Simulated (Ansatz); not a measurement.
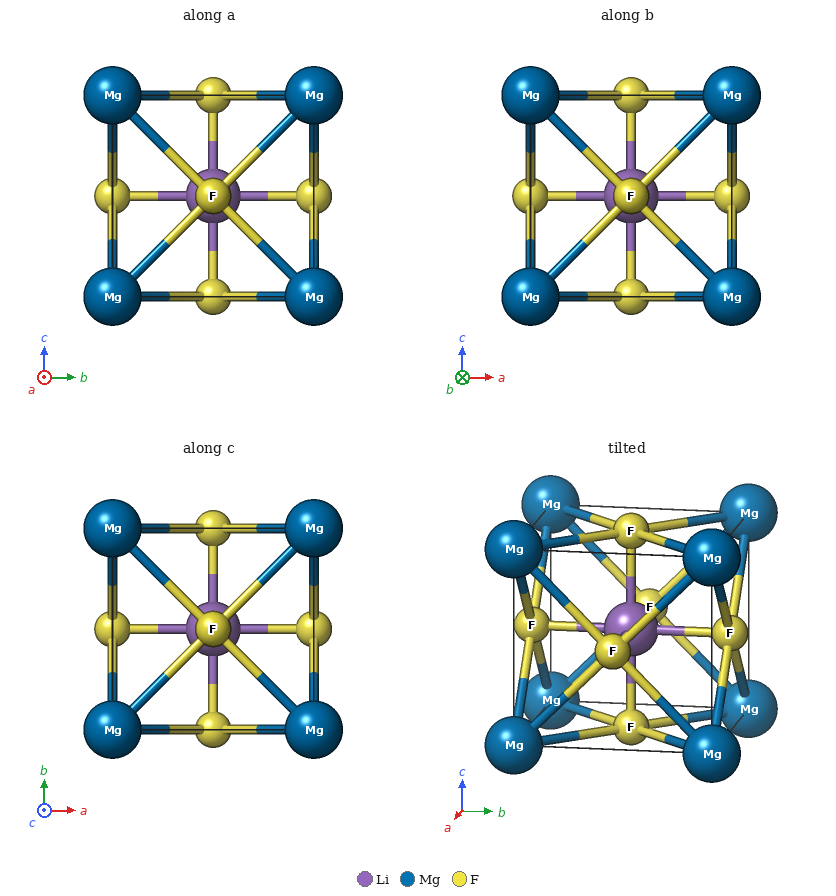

A ball-and-stick rendering, viewed along the a axis, along the b axis, along the c axis and slightly off an axis. Thin lines show the conventional unit cell, with boundary atoms drawn in all their periodic places.

Lattice parameters: a = 3.436 Å, b = 3.436 Å, c = 3.436 Å, α = 90.00°, β = 90.00°, γ = 90.00°. Put a along x and b in the xy plane.

Transcribe the picture into a POSCAR file.

Answer.
```
Li Mg F
1.0
     3.436    0.000    0.000
     0.000    3.436    0.000
     0.000    0.000    3.436
Li Mg F
1 1 3
Direct
  0.5000 0.5000 0.5000
  0.0000 0.0000 0.0000
  0.0000 0.5000 0.5000
  0.5000 0.5000 0.0000
  0.5000 0.0000 0.5000
```

The model was built from a structure type filled with these elements by a generator (whether the compound takes this form wasn't checked). It was relaxed with Ansatz 0.2.0, DFT PBEsol, scalar-relativistic, plane waves, PAW under a constraint or pressure on the cell, so some stress remains.

At this level of theory the cell isn't at rest (compressed, at 15 GPa), so its distances can differ from those at equilibrium, the more so the softer the solid.
